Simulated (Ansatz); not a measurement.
A series of calculations on SnH2Cl2

**1. Relaxation**

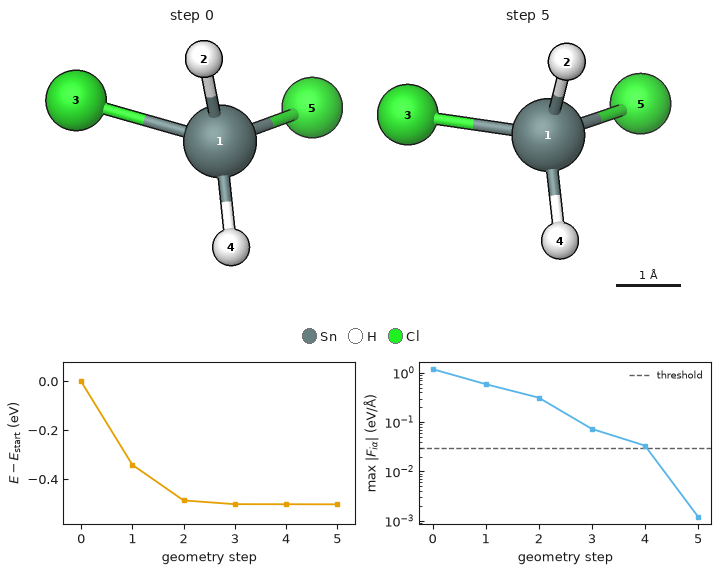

First and last geometry of a relaxation of SnH2Cl2, with the history of the run. Style: ball-and-stick. Shown at a tilt.

The run prepares an end point of a later path (reaction) calculation, from a guessed geometry.

These are results of RKS B3LYP-D4/def2-SVP in Ansatz 0.2.0, not measurements.

The input:
```yaml
crystal:
  periodic: [false, false, false]
  atoms:
    - { symbol: Sn, position_ang: [0.059886, 0.048786, 0.2234] }
    - { symbol: H, position_ang: [0.434043, -0.080953, 1.893993] }
    - { symbol: Cl, position_ang: [2.448448, -0.019885, 0.226824] }
    - { symbol: H, position_ang: [-0.580451, 1.412012, -0.58995] }
    - { symbol: Cl, position_ang: [-0.885026, -1.90676, -0.708968] }
basis:
  gaussian: { orbitals: def2-SVP }
hamiltonian:
  xc: b3lyp
  dispersion: d4
relax:
  f_tol: 0.03
  max_steps: 50
```

Launched with:
```bash
ansatz run input.yaml --threads 1 --pin off --max-ram 2048MiB --backend cpu --events-out ev --progress --plain --runs-dir out
```

What do the curves and the structures tell?

It converged. Over 5 geometry steps the energy falls by 0.502 eV. The largest force component goes from 1.2 to 0.0012 eV/Å. The atom that moves furthest after the best rigid fit is H2 (0.46 Å). Largest moves by element: H 0.46 Å, Cl 0.37 Å, Sn 0.16 Å. Among the contacts that change: Sn1–Cl3 2.390 → 2.360 Å, Sn1–H2 1.717 → 1.709 Å. Bond angles that change, for instance: H2–Sn1–Cl3 77.2° → 107.7°, H2–Sn1–H4 127.2° → 118.3°, H2–Sn1–Cl5 114.1° → 107.7°.

**2. Relaxation**

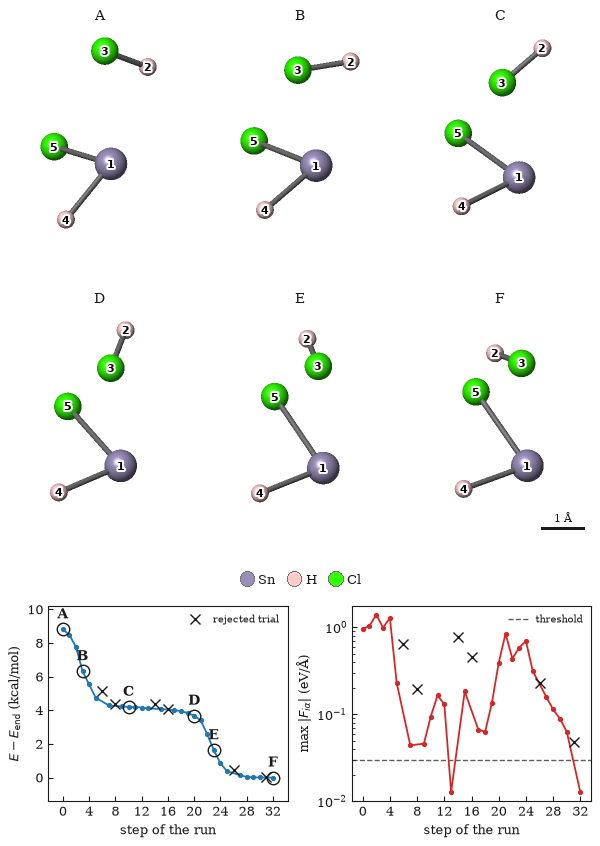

Frames of a relaxation of SnH2Cl2, marked on the history of the run. The picture is a ball-and-stick view, seen from a free direction.

The run prepares an end point of a later path (reaction) calculation, from a guessed geometry.

The calculation used Ansatz 0.2.0, RKS B3LYP-D4/def2-SVP.

The input:
```yaml
crystal:
  periodic: [false, false, false]
  atoms:
    - { symbol: Sn, position_ang: [-0.724471, 0.032331, 0.238395] }
    - { symbol: H, position_ang: [1.704505, -0.11579, 1.890459] }
    - { symbol: Cl, position_ang: [2.769382, 0.137994, 1.128099] }
    - { symbol: H, position_ang: [-0.942352, 1.248669, -1.066423] }
    - { symbol: Cl, position_ang: [-1.330165, -1.850004, -1.14523] }
basis:
  gaussian: { orbitals: def2-SVP }
hamiltonian:
  xc: b3lyp
  dispersion: d4
relax:
  f_tol: 0.03
  max_steps: 50
```

Launched with:
```bash
ansatz run input.yaml --threads 1 --pin off --max-ram 2048MiB --backend cpu --events-out ev --progress --plain --runs-dir out
```

> Describe the path.

Over 26 accepted moves (32 points after the start) the energy falls by 8.81 kcal/mol. The largest force component goes from 0.96 to 0.013 eV/Å. The line search rejected the trial steps at points 6, 8, 14, 16, 26, 31 of the run. The forces were under the threshold at step 13, but the run went on from there. The largest move after the best rigid fit is that of H2, 1.50 Å. By element the largest moves are H 1.50 Å, Cl 1.31 Å, Sn 0.61 Å. Some distances before and after: Sn1–Cl3 3.607 → 2.999 Å, Sn1–Cl5 2.413 → 2.494 Å, H2–Cl3 1.334 → 1.323 Å. The run took 3.1 min on 1 thread of Intel(R) Xeon(R) Processor @ 2.50GHz (Skylake/Cascade Lake), with other jobs on the host, peak memory 0.16 GiB. From step 0 to 3: Cl3 moves most (0.57 Å), energy −2.49 kcal/mol. From step 3 to 10: H and Cl atoms move most (0.35 Å), energy −2.12 kcal/mol. From step 10 to 20: H2 moves most (0.53 Å), energy −0.53 kcal/mol. From step 20 to 23: H2 moves most (0.50 Å), energy −2.05 kcal/mol. From step 23 to 32: H2 moves most (0.42 Å), energy −1.62 kcal/mol.

```tsv
step	E − E(0), kcal/mol	largest force component, eV/Å	note
0	0.00	0.9564	
1	-0.33	1.0408	
2	-1.05	1.4010	
3	-2.49	0.9881	
4	-3.27	1.2869	
5	-4.06	0.2297	
6	-3.66	0.6354	rejected
7	-4.52	0.0440	
8	-4.41	0.1948	rejected
9	-4.58	0.0461	
10	-4.61	0.0940	
11	-4.62	0.1649	
12	-4.64	0.1308	
13	-4.70	0.0128	
15	-4.73	0.1833	
16	-4.71	0.4572	rejected
17	-4.80	0.0668	
18	-4.86	0.0630	
19	-4.96	0.1360	
20	-5.13	0.3928	
22	-6.24	0.4375	
23	-7.19	0.5849	
24	-7.96	0.6968	
25	-8.43	0.3148	
26	-8.36	0.2269	rejected
27	-8.67	0.1582	
29	-8.80	0.0890	
30	-8.80	0.0632	
31	-8.80	0.0485	rejected
32	-8.81	0.0127
```

Limits of the set-up: the start holds two separate molecules, 2.9 Å apart at their closest, whose relative position is a soft coordinate.

**3. Path**

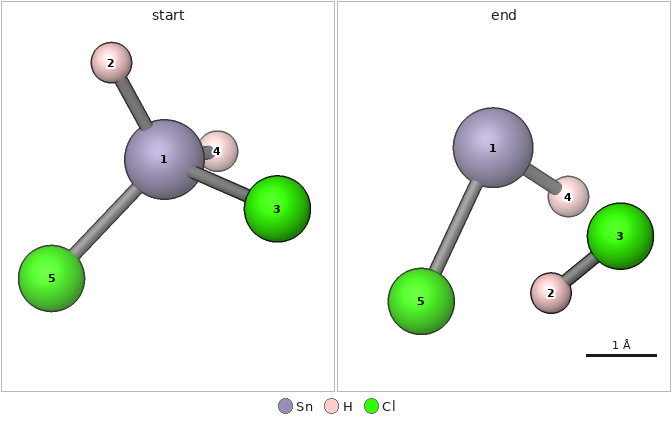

The two relaxed end points of a path for SnH2Cl2. Style: ball-and-stick. Shown at a tilt.

All numbers below come from RKS B3LYP-D4/def2-SVP in Ansatz.

Settings: 7 movable images; climbing image; force threshold 0.03 eV/Å; iteration limit 53.

Start:
```xyz
5

Sn    0.1930    0.0410    0.3156
H    -0.0087   -0.0680    2.0093
Cl    2.5083   -0.0275   -0.1391
H    -0.4566    1.3999   -0.4923
Cl   -0.7591   -1.8921   -0.6481
```

End:
```xyz
5

Sn   -0.8027    0.7939    0.6626
H     1.3389   -1.0395    0.4609
Cl    2.0714   -0.0289    0.8996
H    -0.3816    1.3421   -0.9932
Cl   -0.7491   -1.6144    0.0154
```

**Predict the minimum-energy path and its barrier.**

Forward barrier 171.4 kJ/mol, backward barrier 121.6 kJ/mol, with image 2 at the top; the reaction energy is +49.8 kJ/mol. A hydrogen atom shifts from one atom to another. Breaking: Sn1–H2 (1.71 → 1.79 at the top → 2.83 Å). Forming: H2–Cl3 (3.31 → 1.81 at the top → 1.32 Å). The band converged in 16 iterations, with a climbing image at the top. At the top, the vibrational analysis gives one imaginary mode (985i cm⁻¹), as a transition state must have.

Energies of the converged images:

| image | path (Å) | E (kJ/mol) |
| --- | --- | --- |
| 0 | 0.00 | 0.0 |
| 1 | 0.71 | 55.9 |
| 2 | 1.41 | 171.4 |
| 3 | 2.00 | 94.2 |
| 4 | 2.58 | 72.6 |
| 5 | 3.16 | 67.2 |
| 6 | 3.74 | 64.8 |
| 7 | 4.32 | 57.2 |
| 8 | 4.90 | 49.8 |

The geometry at the top of the path:

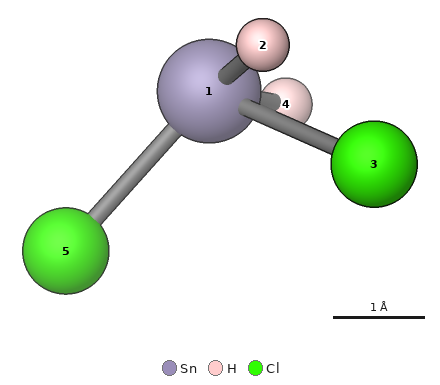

Cost: 11 min on 1 thread of Intel(R) Xeon(R) Processor @ 2.50GHz (Skylake/Cascade Lake), on a shared host, peak memory 0.17 GiB.
